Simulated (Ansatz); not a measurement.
# PH3 (phosphine) at 6 levels

Wanted: a comparison of 6 runs (PBE/6-31G, UPBE0/6-31G, RPA@PBE/6-31G, CCSDT(Q)/6-31G, CCSDT/6-31G, UCCSD(T)/3-21G) of PH3 (phosphine). 

The calculation is run with Ansatz 0.2.0.

60 further runs of the same task are left out: 2 that didn't finish, 58 set aside as unsound or not needed.

**1. The system as given**

The species is PH3 (4 atoms), meant as a singlet with charge 0. As SMILES, `P`. The H4–P1 distance was set to 3.549 Å, away from the relaxed value. At this shape a bond of the SMILES string is far longer than usual.

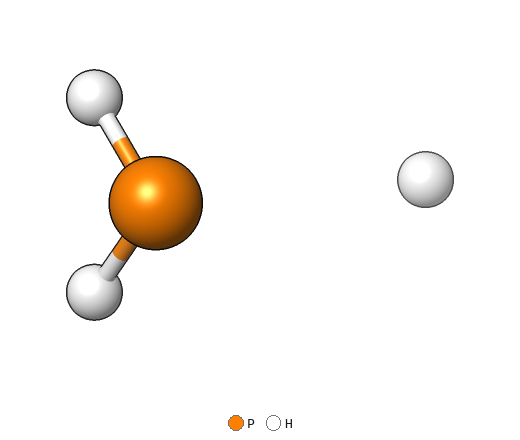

The structure, seen from a chosen angle (phosphorus orange, hydrogen white).

**2. The energy at PBE/6-31G (run 1)**

Input file input.yaml:

```yaml
crystal:
  periodic: [false, false, false]
  atoms:
    - symbol: P
      position_ang: [0.821940, -2.351457, 0.123340]
    - symbol: H
      position_ang: [1.106840, -2.058957, 1.483140]
    - symbol: H
      position_ang: [-0.529560, -2.687957, 0.398940]
    - symbol: H
      position_ang: [0.028700, 1.023500, -0.636900]
basis:
  gaussian:
    orbitals: 6-31G
hamiltonian:
  xc: {name: PBE}
accuracy: high
```

Command:

```sh
$ ansatz run input.yaml --threads 1 --pin off --max-ram 2610MiB --events-out events.jsonl --progress --plain --runs-dir runs
```

The log of the run:

```text
Warning: RAYON_NUM_THREADS=1 ignored (pool sized by the plan → 1); use --threads N
Functional definition: PBE
  name "PBE"
  parameter kappa = 0.804
  parameter beta = 0.06672455060314922
  exchange = pbe_x(kappa = kappa, mu = beta*pi^2/3)
  correlation = pbe_c(beta = beta)
395 factors; integrals over basis functions are off by at most 5.3e-9 eV
mean field evaluation 1: about -9324.4804 eV, gradient 2.0e1 eV
mean field evaluation 2: about -9315.1004 eV, gradient 3.7e1 eV
mean field evaluation 4: about -9326.8176 eV, gradient 2.6e0 eV
mean field evaluation 8: about -9326.8569 eV, gradient 1.0e-1 eV
mean field evaluation 16: about -9326.8570 eV, gradient 2.4e-5 eV
mean field -9326.85701830 eV, -342.7556734517 hartree, gradient 1.1e-8 eV, S^2 0.000000; 0 other end points of the search recorded, 0 dependent functions left out
reference -9326.85702075 eV, -342.7556735417 hartree; 9, 9 occupied and 10, 10 virtual orbitals, 395 factors
Total energy: -9326.85702075 eV, -342.7556735417 hartree
```

Wall time 0.7 s (1 thread of Arm Neoverse V1, shared host).

**3. The energy at UPBE0/6-31G (run 2)**

Input file in.yaml:

```yaml
crystal:
  periodic: [false, false, false]
  atoms:
    - {symbol: P, position_ang: [0.821940, -2.351457, 0.123340]}
    - {symbol: H, position_ang: [1.106840, -2.058957, 1.483140]}
    - {symbol: H, position_ang: [-0.529560, -2.687957, 0.398940]}
    - {symbol: H, position_ang: [0.028700, 1.023500, -0.636900]}
basis:
  gaussian:
    orbitals: 6-31G
accuracy: high
magnetization:
  spin_polarized: true
  initial_magnetization: 0
hamiltonian:
  xc: {name: PBE0}
```

Command:

```sh
$ ansatz run in.yaml --threads 1 --pin off --max-ram 2610MiB --events-out events.jsonl --progress --plain --runs-dir runs
```

The log of the run:

```text
Warning: RAYON_NUM_THREADS=1 ignored (pool sized by the plan → 1); use --threads N
Functional definition: PBE0
  name "PBE0"
  parameter a = 0.25
  parameter kappa = 0.804
  parameter beta = 0.06672455060314922
  exchange = (1 - a)*pbe_x(kappa = kappa, mu = beta*pi^2/3) + a*exact_x
  correlation = pbe_c(beta = beta)
395 factors; integrals over basis functions are off by at most 5.3e-9 eV
mean field evaluation 1: about -9324.9294 eV, gradient 1.2e1 eV
mean field evaluation 2: about -9317.9864 eV, gradient 2.3e1 eV
mean field evaluation 4: about -9327.0479 eV, gradient 2.0e0 eV
mean field evaluation 8: about -9327.0936 eV, gradient 1.2e-1 eV
mean field evaluation 16: about -9327.0938 eV, gradient 3.2e-7 eV
mean field evaluation 32: about -9328.4386 eV, gradient 3.7e0 eV
mean field -9328.62973489 eV, -342.8208195850 hartree, gradient 5.7e-8 eV, S^2 0.979996; 3 other end points of the search recorded, 0 dependent functions left out
reference -9328.62973696 eV, -342.8208196608 hartree; 9, 9 occupied and 10, 10 virtual orbitals, 395 factors
Total energy: -9328.62973696 eV, -342.8208196608 hartree
```

Wall time 2.6 s (1 thread of Arm Neoverse V1, shared host); peak memory 0.11 GiB.

Runs 3 to 5 aren't shown in full; the table further down has their settings and results.

**4. A single-point energy at UCCSD(T)/3-21G (run 6)**

Input file molecule.yaml:

```yaml
crystal:
  periodic: [false, false, false]
  atoms:
    - {symbol: P, position_ang: [0.821940, -2.351457, 0.123340]}
    - {symbol: H, position_ang: [1.106840, -2.058957, 1.483140]}
    - {symbol: H, position_ang: [-0.529560, -2.687957, 0.398940]}
    - {symbol: H, position_ang: [0.028700, 1.023500, -0.636900]}
basis:
  gaussian: {orbitals: 3-21G.json}
magnetization: {spin_polarized: true}
correlation: {method: ccsd_t, frozen_orbitals: {H: 0, P: 5}}
accuracy: high
scf: {omitted_lower_state_checks: [cluster_reference, increment]}
```

The basis set 3-21G is read from a file made from the Basis Set Exchange's data (not shown).

Command:

```sh
$ ansatz run molecule.yaml --threads 1 --pin off --max-ram 2610MiB --events-out events.jsonl --progress --plain --runs-dir runs
```

The log of the run:

```text
Warning: RAYON_NUM_THREADS=1 ignored (pool sized by the plan → 1); use --threads N
[... 13 lines left out ...]
5 core orbitals not correlated: weight in the atoms' cores, before any rotation towards them, 1.000 or more for the frozen orbitals, at most 0.000 for the correlated occupied ones
[... 36 lines left out ...]
Total energy: -9270.46291104 eV, -340.6832282353 hartree
Checks for a lower state left out: cluster_reference, increment
```

Wall time 0.3 s (1 thread of Arm Neoverse V1, shared host).

**5. All runs side by side**

| run | level | frozen core orbitals | energy (Eh) | wall time |
| --- | --- | --- | --- | --- |
| 1 | PBE/6-31G | – | -342.755674 | 0.7 s |
| 2 | UPBE0/6-31G | – | -342.820820 | 2.6 s |
| 3 | RPA@PBE/6-31G | 5 | -342.400810 | 1.5 s |
| 4 | CCSDT(Q)/6-31G | 5 | -342.376270 | 0.4 s |
| 5 | CCSDT/6-31G | 5 | -342.376086 | 0.38 s |
| 6 | UCCSD(T)/3-21G | 5 | -340.683228 | 0.3 s |

**6. Summary of results**

| quantity | value |
| --- | --- |
| run 6: total energy | -340.68323 Eh |
| run 6: correlation energy (5 core orbitals frozen) | -67.0 mEh |
| run 6: (T) correction | -0.62 mEh |
| run 6: ⟨S²⟩ of the reference determinant | 0.998 |
| run 6: T1 diagnostic | 0.009 |

Totals of different functionals can't be ranked against each other. In runs 3, 4, 5 the log says that unrestricted orbitals would lower the reference, so the values rest on an unstable closed-shell determinant (other closed-shell runs at this shape may share the fault). In runs 1, 3 a closed-shell determinant meets a far-stretched bond, which it describes badly. Spin contamination of the reference: run 6 ⟨S²⟩ = 1.00, run 2 ⟨S²⟩ = 0.98. Where it is this large, the reference is a mixture of spin states, and values that rest on it are in doubt. All runs together took 5.8 s, the longest 2.6 s.
